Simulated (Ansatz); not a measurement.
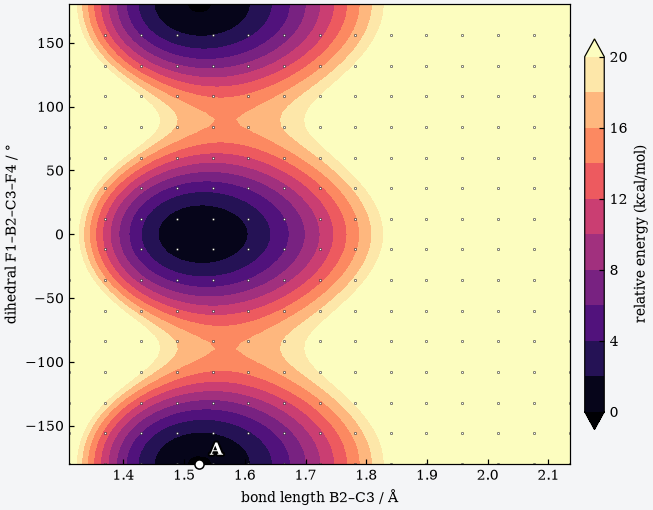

CH2BF2, SMILES FB[CH]F, spin multiplicity 2. First axis: bond length B2–C3. Second axis: dihedral F1–B2–C3–F4. Nothing is relaxed (all other coordinates rigid). Grid: 15 × 15 points; 120 points were computed and 105 follow by symmetry. Points are written as (first, second). All energies are given in kcal/mol relative to the lowest grid point. Method: UKS CAM-B3LYP-D4/def2-SVP (Ansatz).

In the figure: filled contours, dots at the grid points, one colour for all values above the top of the scale, the well A. Between grid points the surface is interpolated.

Q: Estimate the position of the minimum and the force constants in these coordinates. Take the well at A.

A: The interpolated minimum is at bond length B2–C3 ≈ 1.525 Å, dihedral F1–B2–C3–F4 ≈ −180°. The curvatures there are about 30 eV/Å² and 1 eV/rad², with a cross term of about 0 eV/(Å·rad). Round the minimum the two coordinates are nearly uncoupled. (1 eV is 23.1 kcal/mol.)
